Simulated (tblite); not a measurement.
**C7H13BSe: geometry relaxation (part 1 of 2)**

System: C7H13BSe.
Method: GFN2-xTB geometry optimisation, gas phase (tblite 0.8.0).

It belongs to a series of runs on one base structure; here: constitutional isomer.

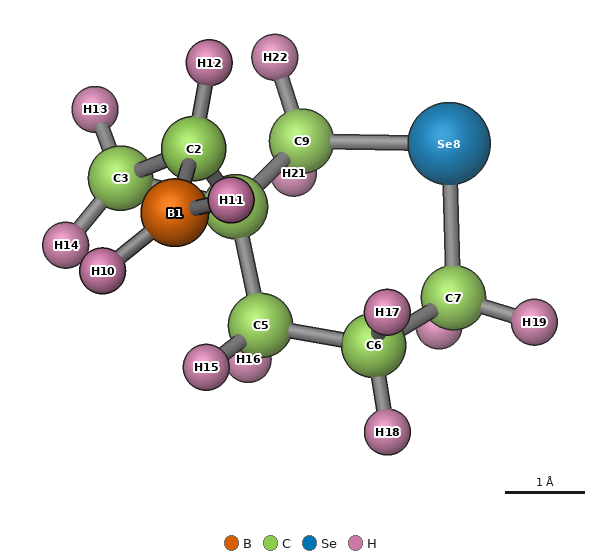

The structure as given in the input (ball-and-stick view, seen at a tilt; atoms are numbered from 1 in the order of the input).

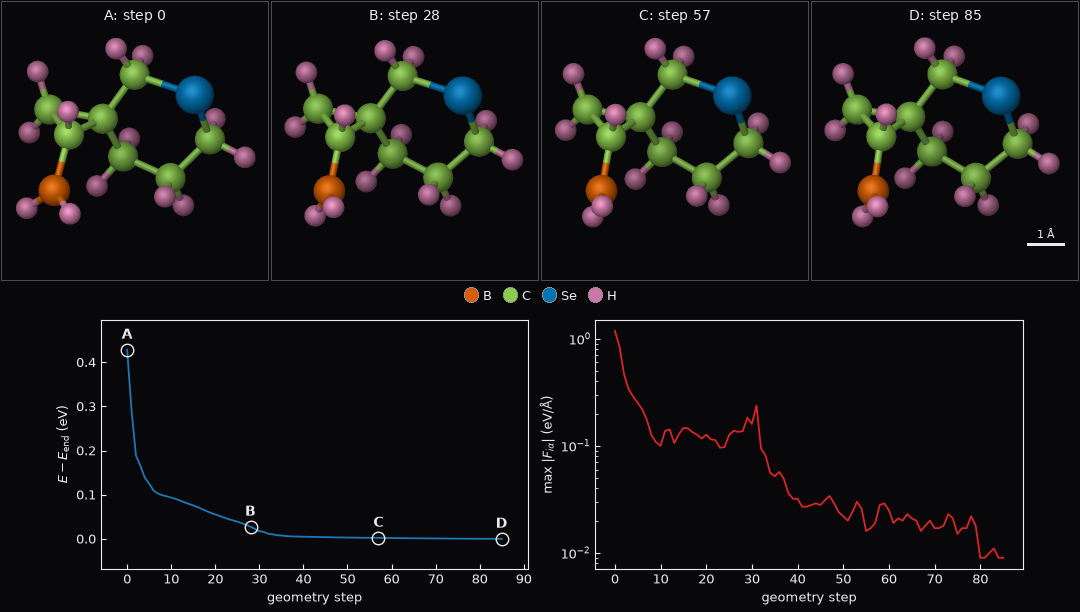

Frames of the relaxation (ball-and-stick view, seen at a tilt) above the curves, on which the letters mark them (steps are counted from 0).

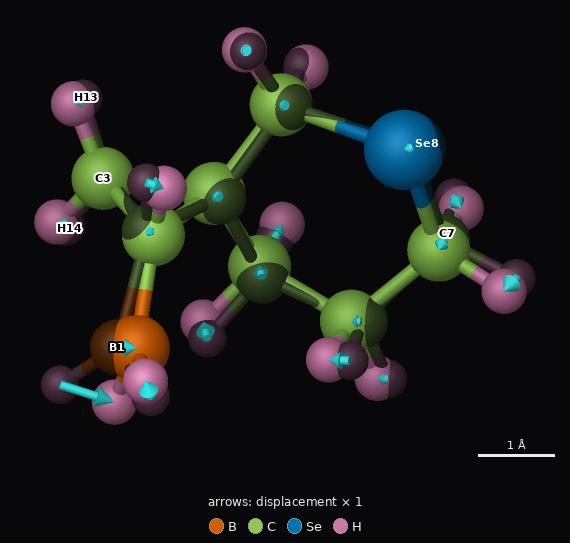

Start (faint) and end (solid) with the displacements as teal arrows, at true length (ball-and-stick view, seen at a tilt). The two geometries are laid on each other by the best rigid fit. The energy falls by 0.428 eV in 85 geometry steps. Largest force component: 1.2 eV/Å at the start, 0.009 eV/Å at the end. The atom that moves furthest after the best rigid fit is H10 (0.76 Å). By element the largest moves are H 0.76 Å, B 0.25 Å, C 0.18 Å, Se 0.11 Å. Distances before and after: B1–C2 1.602 → 1.536 Å, C3–H13 1.117 → 1.081 Å, C4–C5 1.545 → 1.514 Å, C4–C9 1.530 → 1.503 Å. Among the angles that change: B1–C2–C3 114.7° → 122.1°, H13–C3–H14 120.4° → 113.8°, C4–C2–H12 117.3° → 111.2°. (Atoms are counted from 1 in the order of the input.)

The input that produced these results follows, with the program's output.

Input
```
{"job": {"kind": "relax", "xc": "GFN2-xTB", "basis": "xTB"}, "charge": 0, "multiplicity": 1}
B     -2.340000    -0.789100     0.669100
C     -1.590300     0.589300     0.345000
C     -1.621300     1.001200    -1.115100
C     -0.310300     0.570700    -0.505000
C      0.256400    -0.770000    -1.022300
C      1.229000    -1.393300    -0.029400
C      2.441300    -0.485400     0.236200
Se     1.918900     1.136400     1.202400
C      0.701800     1.682000    -0.220200
H     -2.964200    -1.352400    -0.164500
H     -2.311600    -1.238600     1.758900
H     -1.724500     1.441300     1.046800
H     -1.747200     2.100800    -1.263000
H     -2.082000     0.278300    -1.830000
H     -0.547800    -1.493800    -1.254200
H      0.785200    -0.571900    -1.974700
H      0.710500    -1.607400     0.932000
H      1.596500    -2.363300    -0.440600
H      3.173300    -1.033600     0.874000
H      2.944200    -0.211900    -0.708000
H      1.277600     1.902200    -1.137600
H      0.194000     2.627700     0.095900
```

The first line tells a small driver script what to run in tblite; the rest is the geometry in Å.

Launch command:
```bash
OMP_NUM_THREADS=1 python <driver script> task.json out
```

The program's output
```
step      E/eV     max force
  0    -707.18794    1.310
  1    -707.32551    0.924
  2    -707.42728    0.547
  3    -707.45047    0.410
  4    -707.47744    0.329
  5    -707.49099    0.284
  6    -707.50696    0.241
  7    -707.51357    0.175
  8    -707.51750    0.147
  9    -707.51994    0.150
 10    -707.52260    0.149
 11    -707.52566    0.167
 12    -707.52943    0.167
 13    -707.53341    0.120
 14    -707.53704    0.137
 15    -707.54041    0.163
 16    -707.54430    0.154
 17    -707.54880    0.163
 18    -707.55325    0.152
 19    -707.55723    0.149
 20    -707.56085    0.129
 21    -707.56451    0.132
 22    -707.56815    0.139
 23    -707.57139    0.111
 24    -707.57426    0.141
 25    -707.57726    0.165
 26    -707.58075    0.172
 27    -707.58455    0.157
 28    -707.58873    0.140
 29    -707.59362    0.191
 30    -707.59877    0.185
 31    -707.60030    0.267
 32    -707.60466    0.123
 33    -707.60599    0.106
 34    -707.60773    0.084
 35    -707.60862    0.071
 36    -707.60989    0.058
 37    -707.61045    0.050
 38    -707.61082    0.046
 39    -707.61109    0.045
 40    -707.61132    0.042
 41    -707.61150    0.033
 42    -707.61168    0.031
 43    -707.61188    0.031
 44    -707.61208    0.032
 45    -707.61228    0.030
 46    -707.61250    0.033
 47    -707.61272    0.035
 48    -707.61292    0.031
 49    -707.61308    0.030
 50    -707.61320    0.024
 51    -707.61332    0.026
 52    -707.61345    0.026
 53    -707.61359    0.033
 54    -707.61370    0.028
 55    -707.61379    0.021
 56    -707.61385    0.019
 57    -707.61391    0.020
 58    -707.61401    0.029
 59    -707.61413    0.030
 60    -707.61428    0.031
 61    -707.61440    0.024
 62    -707.61451    0.024
 63    -707.61462    0.027
 64    -707.61475    0.028
 65    -707.61486    0.023
 66    -707.61494    0.023
 67    -707.61502    0.019
 68    -707.61509    0.025
 69    -707.61517    0.023
 70    -707.61523    0.024
 71    -707.61530    0.024
 72    -707.61538    0.022
 73    -707.61550    0.031
 74    -707.61561    0.026
 75    -707.61569    0.019
 76    -707.61574    0.021
 77    -707.61581    0.023
 78    -707.61588    0.029
 79    -707.61595    0.022
 80    -707.61599    0.011
 81    -707.61601    0.011
 82    -707.61603    0.013
 83    -707.61606    0.015
 84    -707.61608    0.011
 85    -707.61610    0.009
```

Trajectory as extended XYZ (Å, eV, eV/Å), 22 of the 86 frames kept, from step=0 to step=85
```
22
Properties=species:S:1:pos:R:3:forces:R:3 step=0 energy=-707.18794
B    -2.3400   -0.7891    0.6691    0.3980   0.6820   0.2810
C    -1.5903    0.5893    0.3450   -0.8360  -0.9300  -0.2230
C    -1.6213    1.0012   -1.1151    0.0750   0.5350  -0.1540
C    -0.3103    0.5707   -0.5050   -0.4960   0.1860  -0.1460
C     0.2564   -0.7700   -1.0223   -0.1050   0.5010   0.0240
C     1.2290   -1.3933   -0.0294    0.3160  -0.3620   0.2550
C     2.4413   -0.4854    0.2362    0.2420  -0.8650   0.1230
Se    1.9189    1.1364    1.2024    0.2260  -0.0080  -0.0440
C     0.7018    1.6820   -0.2202   -0.7550   0.0650  -0.5000
H    -2.9642   -1.3524   -0.1645    0.3040   0.1570   0.1930
H    -2.3116   -1.2386    1.7589   -0.0380   0.1310  -0.1900
H    -1.7245    1.4413    1.0468    0.4660  -0.8380  -0.3300
H    -1.7472    2.1008   -1.2630   -0.0460  -1.1850  -0.3830
H    -2.0820    0.2783   -1.8300    0.3480   1.1250   0.5730
H    -0.5478   -1.4938   -1.2542    0.2180   0.4930   0.2670
H     0.7852   -0.5719   -1.9747   -0.1070   0.0090   0.3240
H     0.7105   -1.6074    0.9320    0.2570   0.1440  -0.5550
H     1.5965   -2.3633   -0.4406   -0.1910   0.5440   0.2690
H     3.1733   -1.0336    0.8740   -0.3990   0.4430  -0.3250
H     2.9442   -0.2119   -0.7080   -0.2090   0.0360   0.3430
H     1.2776    1.9022   -1.1376   -0.0030  -0.0990   0.3460
H     0.1940    2.6277    0.0959    0.3340  -0.7630  -0.1500
22
Properties=species:S:1:pos:R:3:forces:R:3 step=4 energy=-707.47744
B    -2.3334   -0.7713    0.6831    0.0360  -0.0060   0.0560
C    -1.6268    0.5532    0.3167    0.1230  -0.1540   0.0530
C    -1.6216    1.0141   -1.1097   -0.0930   0.0980  -0.2540
C    -0.3332    0.5688   -0.5139   -0.0620   0.0290   0.0000
C     0.2590   -0.7394   -1.0083    0.0170  -0.0490  -0.1090
C     1.2332   -1.3870   -0.0296    0.0320  -0.0860   0.1030
C     2.4402   -0.5140    0.2394    0.1230   0.0610   0.1160
Se    1.9310    1.1316    1.1849    0.0000   0.0250   0.0010
C     0.6675    1.6564   -0.2397    0.1230   0.0640   0.1340
H    -2.9295   -1.3381   -0.1433   -0.0070  -0.1640  -0.1130
H    -2.3124   -1.2218    1.7562    0.0140   0.0890   0.1850
H    -1.6794    1.3650    1.0309    0.1820  -0.0460   0.2420
H    -1.7603    2.0614   -1.3067   -0.0440   0.1790  -0.1310
H    -2.0740    0.3503   -1.8205   -0.1580  -0.0160  -0.2880
H    -0.5376   -1.4502   -1.2267   -0.1250   0.0350   0.0760
H     0.7831   -0.5606   -1.9528    0.0740   0.1400  -0.0230
H     0.7201   -1.6004    0.9094   -0.0640   0.0240   0.0620
H     1.5852   -2.3430   -0.4325   -0.0700   0.0470  -0.0630
H     3.1695   -1.0204    0.8728   -0.0130  -0.0110   0.0220
H     2.9297   -0.2105   -0.6871    0.0260   0.0040  -0.0620
H     1.2775    1.8881   -1.1195   -0.0380  -0.1440  -0.0320
H     0.2018    2.5871    0.0926   -0.0750  -0.1170   0.0240
22
Properties=species:S:1:pos:R:3:forces:R:3 step=8 energy=-707.51750
B    -2.3322   -0.7789    0.6905    0.0350  -0.0280  -0.0540
C    -1.6205    0.5395    0.3074   -0.0400   0.0560  -0.0310
C    -1.6318    1.0245   -1.1302    0.0150  -0.0140   0.0500
C    -0.3414    0.5701   -0.5252    0.0160  -0.0020  -0.0720
C     0.2619   -0.7337   -1.0117   -0.0260   0.0100  -0.0140
C     1.2337   -1.3827   -0.0219   -0.0530   0.0490  -0.0340
C     2.4485   -0.5125    0.2483   -0.0380  -0.0150  -0.0260
Se    1.9362    1.1342    1.1841   -0.0040  -0.0010   0.0750
C     0.6694    1.6456   -0.2316   -0.0580   0.0030  -0.0510
H    -2.9135   -1.3594   -0.1458    0.0400  -0.1260   0.0650
H    -2.3116   -1.1979    1.7832   -0.0270   0.1060  -0.0100
H    -1.6341    1.3251    1.0587    0.0480  -0.0150   0.0080
H    -1.7719    2.0770   -1.3392    0.0260  -0.0420   0.0750
H    -2.0952    0.3744   -1.8611    0.0220   0.0610   0.0440
H    -0.5515   -1.4320   -1.2092    0.0370  -0.0420  -0.0820
H     0.7938   -0.5367   -1.9498   -0.0070  -0.0380  -0.0030
H     0.7118   -1.5947    0.9146   -0.0090   0.0270   0.0010
H     1.5731   -2.3352   -0.4404   -0.0120   0.0080   0.0150
H     3.1740   -1.0218    0.8818    0.0120  -0.0090   0.0100
H     2.9295   -0.2115   -0.6863    0.0400  -0.0280   0.0260
H     1.2718    1.8609   -1.1195    0.0020  -0.0130  -0.0160
H     0.1895    2.5651    0.0990   -0.0180   0.0550   0.0240
22
Properties=species:S:1:pos:R:3:forces:R:3 step=12 energy=-707.52943
B    -2.3215   -0.7852    0.6819   -0.0280   0.0220   0.0580
C    -1.6235    0.5402    0.3015    0.0640  -0.1060   0.0420
C    -1.6337    1.0292   -1.1295   -0.0250   0.0560  -0.0210
C    -0.3440    0.5709   -0.5395   -0.0170  -0.0210   0.0960
C     0.2574   -0.7325   -1.0211    0.0400  -0.0140  -0.0270
C     1.2243   -1.3748   -0.0241    0.0480  -0.0360   0.0180
C     2.4456   -0.5138    0.2499    0.0070   0.0340   0.0380
Se    1.9315    1.1336    1.1965   -0.0820  -0.0300  -0.1420
C     0.6608    1.6475   -0.2359    0.0640  -0.0220   0.0630
H    -2.8960   -1.4053   -0.1312    0.1050  -0.0470   0.0210
H    -2.3192   -1.1594    1.7901   -0.0220   0.0440   0.0150
H    -1.6079    1.3112    1.0693   -0.0390  -0.0110  -0.0700
H    -1.7682    2.0798   -1.3278   -0.0020   0.1270   0.0300
H    -2.0999    0.3930   -1.8658   -0.0430  -0.0340  -0.0010
H    -0.5474   -1.4388   -1.2281    0.0180   0.0130  -0.0420
H     0.7973   -0.5394   -1.9537    0.0220  -0.0120  -0.0530
H     0.7051   -1.5838    0.9153   -0.0320   0.0350  -0.0330
H     1.5637   -2.3290   -0.4385   -0.0170  -0.0160   0.0170
H     3.1724   -1.0243    0.8850   -0.0790  -0.0100   0.0010
H     2.9402   -0.2186   -0.6796   -0.0170   0.0180   0.0210
H     1.2702    1.8505   -1.1226    0.0000   0.0610   0.0440
H     0.1824    2.5686    0.1037    0.0350  -0.0490  -0.0730
22
Properties=species:S:1:pos:R:3:forces:R:3 step=16 energy=-707.54430
B    -2.3147   -0.7924    0.6850    0.0070  -0.0190   0.0670
C    -1.6152    0.5239    0.2970   -0.0210   0.0650  -0.0330
C    -1.6378    1.0455   -1.1280    0.0430  -0.0470   0.0120
C    -0.3473    0.5661   -0.5495    0.0480   0.0040  -0.1450
C     0.2614   -0.7323   -1.0408    0.0170   0.0030  -0.0420
C     1.2178   -1.3691   -0.0281   -0.0460  -0.0130  -0.0520
C     2.4389   -0.5119    0.2555   -0.0240  -0.0520  -0.0430
Se    1.9094    1.1277    1.1885    0.0770   0.0260   0.1280
C     0.6587    1.6406   -0.2348   -0.0290  -0.0100  -0.0930
H    -2.8392   -1.4818   -0.1045    0.1030   0.0270  -0.0270
H    -2.3388   -1.0951    1.8101   -0.0700  -0.0530   0.1270
H    -1.5835    1.2887    1.0673   -0.0760   0.0360   0.0160
H    -1.7638    2.1072   -1.3007   -0.0120  -0.0960   0.0420
H    -2.1154    0.4177   -1.8675   -0.0110   0.0620   0.0250
H    -0.5351   -1.4434   -1.2653   -0.0050   0.0340   0.0200
H     0.8082   -0.5447   -1.9712    0.0380   0.0590  -0.0040
H     0.6861   -1.5596    0.9077   -0.0410  -0.0020  -0.0240
H     1.5488   -2.3289   -0.4305    0.0310  -0.0690   0.0170
H     3.1516   -1.0315    0.8950   -0.0190  -0.0120   0.0760
H     2.9504   -0.2229   -0.6655   -0.0230   0.0330  -0.0300
H     1.2689    1.8522   -1.1171    0.0340   0.0280  -0.0380
H     0.1803    2.5636    0.0932   -0.0220  -0.0030   0.0000
22
Properties=species:S:1:pos:R:3:forces:R:3 step=20 energy=-707.56085
B    -2.3042   -0.7995    0.7099    0.1160   0.0080   0.0130
C    -1.6065    0.5141    0.2930    0.0400  -0.0260   0.0710
C    -1.6356    1.0506   -1.1251   -0.0640  -0.0570   0.0130
C    -0.3413    0.5626   -0.5772   -0.0140   0.0180   0.1270
C     0.2711   -0.7327   -1.0714   -0.0200   0.0190   0.0030
C     1.2070   -1.3722   -0.0421    0.0060   0.0100   0.0040
C     2.4284   -0.5199    0.2560   -0.0160   0.0270   0.0610
Se    1.9002    1.1248    1.1973   -0.0300  -0.0250  -0.0710
C     0.6596    1.6359   -0.2498    0.0560   0.0680   0.0230
H    -2.7533   -1.5407   -0.0835    0.0850   0.0560   0.0660
H    -2.3782   -1.0514    1.8538   -0.0750  -0.0030  -0.0990
H    -1.5872    1.2823    1.0614    0.0380   0.0330  -0.0030
H    -1.7628    2.1156   -1.2626   -0.0220  -0.0350  -0.0220
H    -2.1359    0.4475   -1.8642   -0.0370  -0.0380  -0.0870
H    -0.5252   -1.4401   -1.2996   -0.0230   0.0040  -0.0540
H     0.8300   -0.5366   -1.9930    0.0150   0.0180   0.0100
H     0.6563   -1.5381    0.8889   -0.0300  -0.0390  -0.0530
H     1.5413   -2.3454   -0.4166   -0.0310   0.0430   0.0010
H     3.1206   -1.0405    0.9192    0.0150  -0.0020  -0.0420
H     2.9509   -0.2186   -0.6568   -0.0170  -0.0520   0.0530
H     1.2793    1.8667   -1.1202    0.0480  -0.0390  -0.0440
H     0.1751    2.5551    0.0781   -0.0400   0.0120   0.0290
22
Properties=species:S:1:pos:R:3:forces:R:3 step=24 energy=-707.57426
B    -2.2659   -0.8080    0.7344   -0.0070   0.0050  -0.0080
C    -1.5881    0.5037    0.3016    0.0460   0.0410   0.0000
C    -1.6458    1.0429   -1.1184    0.0360   0.0190  -0.0090
C    -0.3387    0.5640   -0.5869    0.0040   0.0130  -0.0970
C     0.2753   -0.7263   -1.0984    0.0120   0.0160   0.0370
C     1.1923   -1.3697   -0.0544   -0.0340  -0.0140   0.0370
C     2.4123   -0.5247    0.2683   -0.0100  -0.0310  -0.0160
Se    1.8844    1.1199    1.1952   -0.0210   0.0560   0.0130
C     0.6647    1.6425   -0.2633   -0.0640  -0.0510  -0.0120
H    -2.6446   -1.5939   -0.0452    0.0590  -0.0270  -0.0280
H    -2.4362   -1.0028    1.8749   -0.0250  -0.0220   0.0070
H    -1.5728    1.2813    1.0595    0.0470   0.0460   0.0210
H    -1.7690    2.1115   -1.2310   -0.0610  -0.0100  -0.0300
H    -2.1611    0.4714   -1.8773    0.0620  -0.0850   0.0940
H    -0.5178   -1.4327   -1.3489    0.0260   0.0640  -0.0220
H     0.8523   -0.5229   -2.0084   -0.0320   0.0400   0.0420
H     0.6174   -1.5263    0.8611   -0.0500  -0.0440   0.0440
H     1.5254   -2.3496   -0.4063   -0.0040   0.0130  -0.0770
H     3.0962   -1.0511    0.9344    0.0000  -0.0160   0.0070
H     2.9504   -0.2292   -0.6353    0.0110  -0.0240  -0.0160
H     1.2963    1.8673   -1.1309   -0.0710  -0.0090   0.0550
H     0.1626    2.5518    0.0708    0.0750   0.0220  -0.0430
22
Properties=species:S:1:pos:R:3:forces:R:3 step=28 energy=-707.58873
B    -2.2246   -0.8095    0.7587   -0.0790   0.0280  -0.0270
C    -1.5576    0.5053    0.3182   -0.1370   0.0160  -0.0250
C    -1.6509    1.0343   -1.1112   -0.0370   0.0130   0.0440
C    -0.3361    0.5712   -0.6047   -0.0050   0.0020   0.1230
C     0.2809   -0.7134   -1.1129   -0.0220   0.0140  -0.0500
C     1.1696   -1.3733   -0.0561   -0.0170   0.0080  -0.0590
C     2.3923   -0.5359    0.2811   -0.0170   0.0060   0.0150
Se    1.8641    1.1267    1.1908    0.0730  -0.0900   0.0530
C     0.6600    1.6439   -0.2764    0.0840   0.0760   0.0180
H    -2.5151   -1.6369   -0.0162    0.0710  -0.0270  -0.0320
H    -2.5047   -0.9738    1.8836    0.0400   0.0300  -0.0090
H    -1.5470    1.3027    1.0591    0.0600  -0.0580  -0.0130
H    -1.7986    2.0994   -1.2151   -0.0460   0.0210  -0.0630
H    -2.1663    0.4530   -1.8609    0.0040  -0.0960   0.0910
H    -0.5070   -1.4060   -1.4039   -0.0430  -0.0280   0.0300
H     0.8682   -0.4944   -2.0090    0.0980   0.0300  -0.0090
H     0.5658   -1.5371    0.8426    0.0740  -0.0200  -0.0070
H     1.5076   -2.3470   -0.4214   -0.0260  -0.0040  -0.0140
H     3.0721   -1.0656    0.9485   -0.0460   0.0000   0.0710
H     2.9471   -0.2509   -0.6171   -0.0500  -0.0080  -0.0130
H     1.2982    1.8663   -1.1326    0.0520   0.0200  -0.1100
H     0.1717    2.5602    0.0507   -0.0300   0.0690  -0.0150
22
Properties=species:S:1:pos:R:3:forces:R:3 step=32 energy=-707.60466
B    -2.2097   -0.8034    0.7706   -0.0020  -0.0010  -0.0320
C    -1.5553    0.5161    0.3311    0.0840  -0.0230   0.0570
C    -1.6599    1.0278   -1.0981   -0.0100  -0.0050  -0.0280
C    -0.3351    0.5831   -0.5978   -0.0080   0.0640  -0.0180
C     0.2810   -0.6954   -1.1236    0.0000   0.0280   0.0410
C     1.1482   -1.3779   -0.0641    0.0630  -0.0130  -0.0060
C     2.3724   -0.5488    0.2930    0.0050  -0.0310  -0.0100
Se    1.8643    1.1208    1.1957   -0.0330   0.0200  -0.0660
C     0.6685    1.6584   -0.2841    0.0090   0.0230  -0.0020
H    -2.3979   -1.6581   -0.0061   -0.0020  -0.0350  -0.0030
H    -2.5500   -0.9616    1.8791    0.0320   0.0480  -0.0110
H    -1.5136    1.3182    1.0606   -0.0790   0.0080   0.0940
H    -1.8428    2.0846   -1.2305   -0.0010  -0.0110  -0.0400
H    -2.1606    0.3995   -1.8178   -0.0570  -0.0110  -0.0120
H    -0.5071   -1.3794   -1.4363    0.0130   0.0060  -0.0130
H     0.8952   -0.4585   -1.9998   -0.0120  -0.0210   0.0230
H     0.5404   -1.5623    0.8289    0.0560   0.0220  -0.0600
H     1.4891   -2.3433   -0.4479   -0.0130  -0.0260   0.0060
H     3.0450   -1.0773    0.9720   -0.0870  -0.0060  -0.0020
H     2.9305   -0.2736   -0.6070   -0.0050   0.0000   0.0360
H     1.3037    1.8665   -1.1510    0.0160  -0.0180   0.0370
H     0.1832    2.5842    0.0287    0.0300  -0.0170   0.0090
```
